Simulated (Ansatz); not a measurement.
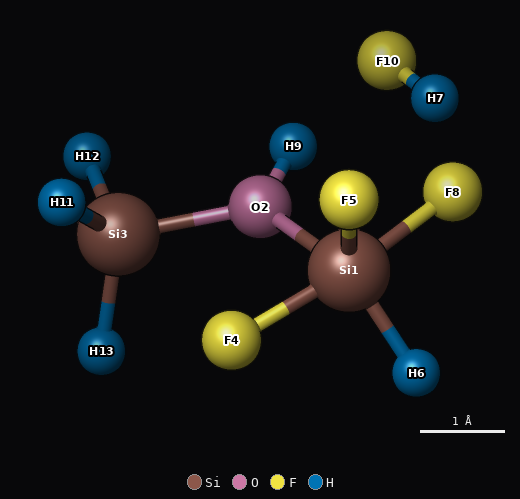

Figure 1. The structure as given in the input (ball-and-stick view, seen at a tilt; atoms are numbered from 1 in the order of the input). Bond lengths as drawn: F–H 0.96 Å, F–Si 1.59 to 1.70 Å, H–O 0.99 Å, H–Si 1.47 to 1.48 Å and O–Si 1.73 to 1.82 Å.

## Single-point calculation, with input and output: Si₂H₆OF₄

The run: single-point calculation of Si₂H₆OF₄. Method and program: RKS PBE0-D4/def2-TZVPP (Ansatz 0.2.0).

The geometry is the product side of a reaction. The reaction was set up to form Si1–F8, H7–F10 and O2–H9 and to break Si1–O2, H7–F8 and H9–F10 (atoms counted from 1 in the order of the input); sticks are drawn by distance alone. The geometry comes from this level: PBE0-D4/def2-TZVP.

Output:
```
Functional definition: PBE0
  name "PBE0"
  cite "Adamo & Barone, J. Chem. Phys. 110, 6158 (1999) doi:10.1063/1.478522"
  cite "Perdew, Burke & Ernzerhof, Phys. Rev. Lett. 77, 3865 (1996) doi:10.1103/PhysRevLett.77.3865"
  parent pbe
  parameter a = 0.25
  parameter kappa = 0.804
  parameter beta = 0.06672455060314922
  exchange = (1 - a)*pbe_x(kappa = kappa, mu = beta*pi^2/3) + a*exact_x
  correlation = pbe_c(beta = beta)
1711 factors; their error is unknown
mean field evaluation 1: about -28754.8087 eV, gradient 6.9e1 eV
mean field evaluation 2: about -28749.1990 eV, gradient 9.4e1 eV
mean field evaluation 4: about -28761.1343 eV, gradient 2.8e0 eV
mean field evaluation 8: about -28761.2275 eV, gradient 4.3e-2 eV
mean field evaluation 16: about -28761.2275 eV, gradient 2.2e-5 eV
mean field -28761.22745545 eV, -1056.9556139276 hartree, gradient 2.2e-5 eV, S^2 0.000000; 0 other end points of the search recorded, 0 dependent functions left out
reference -28761.22748923 eV, -1056.9556151689 hartree; 39, 39 occupied and 284, 284 virtual orbitals, 1711 factors
Total energy: -28761.47060842 eV, -1056.9645496344 hartree
```

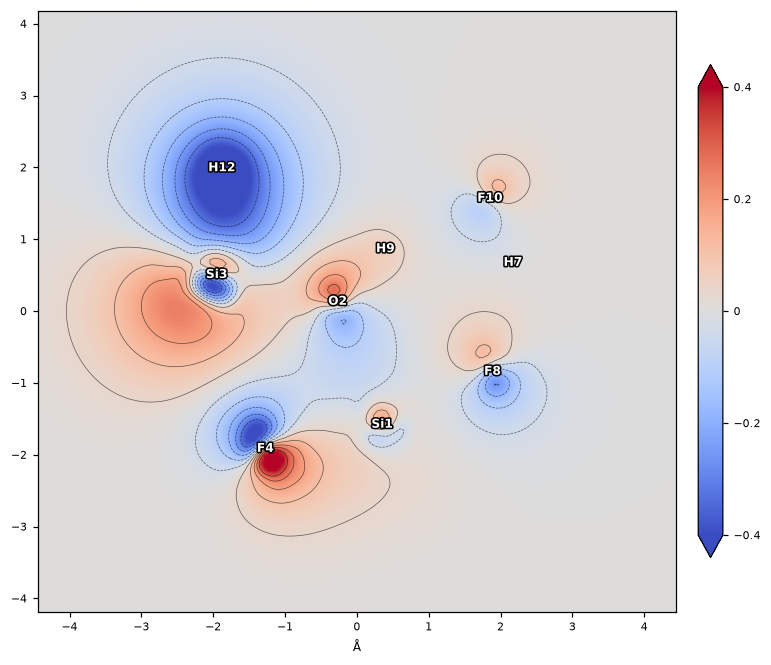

Figure 2. The HOMO−1 on the plane of atoms O2, Si1 and F4 (values in Å⁻³ᐟ²; the overall sign is arbitrary). By Hirshfeld shares it lies mainly on Si3 (35 %), H12 (25 %) and H13 (25 %). Its energy is −10.38 eV.

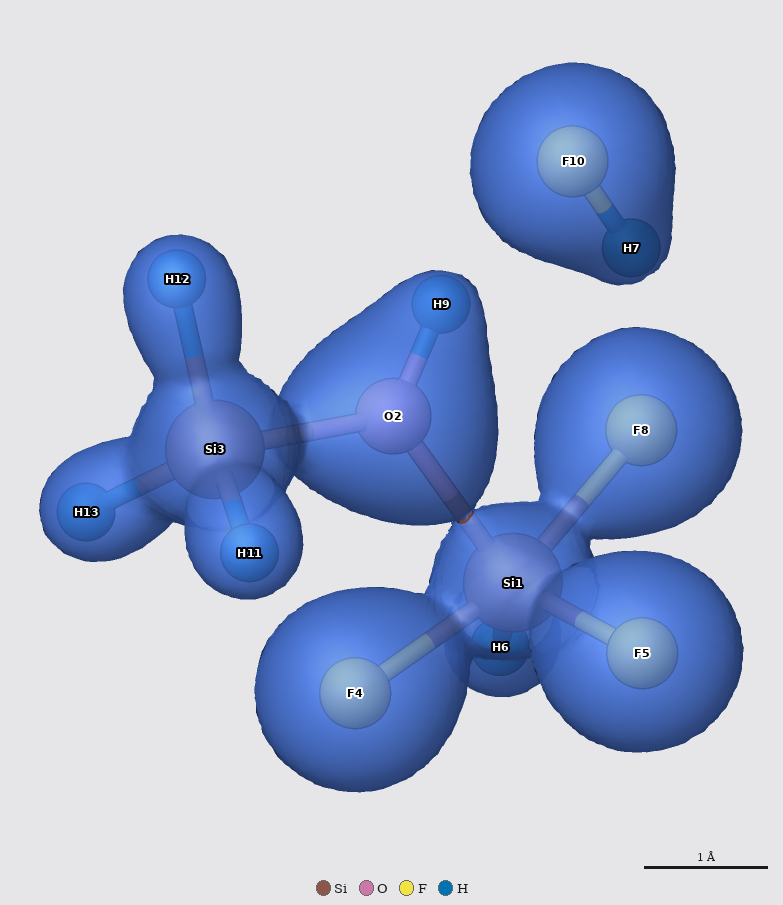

Figure 3. Isosurface of the total electron density at 0.6 e/Å³ (blue), seen at a tilt. At this value the surface falls into two separate pieces. It is pinched off along the F···H (1.55 Å) contacts. On the grid the lowest density along these lines, outside the cores, is 0.39 e/Å³ (F···H, 1.55 Å), 1 e/Å³ (Si–F, 1.59 Å), 0.79 e/Å³ (Si–O, 1.73 Å) and 2.2 e/Å³ (F–H, 0.96 Å).

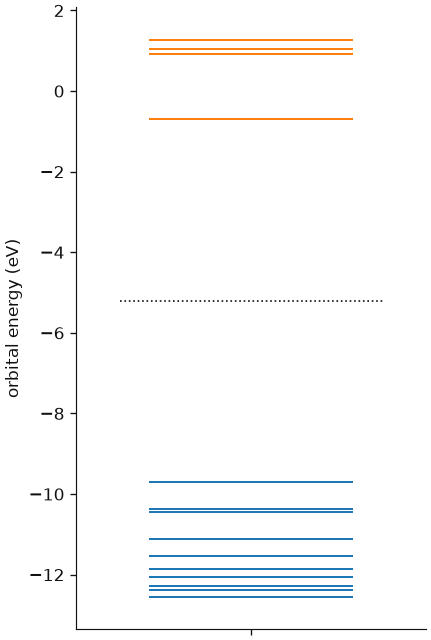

Figure 4. Orbital energies near the frontier; the dotted line parts filled from empty levels, and levels within 0.02 eV of each other stand side by side. Highest filled −9.71 eV, lowest empty −0.70 eV, 9.01 eV apart.

This output came from the following input.

Input:
```yaml
crystal:
  periodic: [false, false, false]
  atoms:
    - {symbol: Si, position_ang: [-0.949012, 0.384023, 1.030319]}
    - {symbol: O, position_ang: [0.244404, -0.210064, -0.203238]}
    - {symbol: Si, position_ang: [0.027458, 0.032353, -1.901176]}
    - {symbol: F, position_ang: [-1.805257, 0.783212, -0.339242]}
    - {symbol: F, position_ang: [-0.643760, 1.883375, 1.461849]}
    - {symbol: H, position_ang: [-2.054890, -0.385330, 1.613940]}
    - {symbol: H, position_ang: [1.571033, -0.781412, 1.839064]}
    - {symbol: F, position_ang: [0.143431, -0.267296, 2.163438]}
    - {symbol: H, position_ang: [1.104195, -0.575566, 0.126856]}
    - {symbol: F, position_ang: [2.229195, -1.031184, 1.191905]}
    - {symbol: H, position_ang: [-0.048532, 1.470489, -2.201445]}
    - {symbol: H, position_ang: [1.298044, -0.537082, -2.412141]}
    - {symbol: H, position_ang: [-1.116211, -0.765621, -2.370130]}
basis:
  gaussian: {orbitals: def2-TZVPP}
hamiltonian: {xc: pbe0, dispersion: d4}
output: {orbitals: {seedname: orbitals}}
```

Run as:
```bash
ansatz run in.yaml --threads 4 --pin off --events-out ev --progress --plain --max-ram 46080MiB --backend cuda --devices 0, --max-vram 37GiB
```

Summary:

- outcome: converged
- total energy: −28761.4706 eV
- mean-field energy: −28761.2275 eV
- dispersion energy: −0.2431 eV
- SCF solution under orbital rotations: stable
- HOMO: −9.71 eV
- LUMO: −0.70 eV
- hardware: 4 CPU threads, shared host
- wall time: 2.3 s (CPU time 2.2 s)
- peak memory: 0.88 GiB
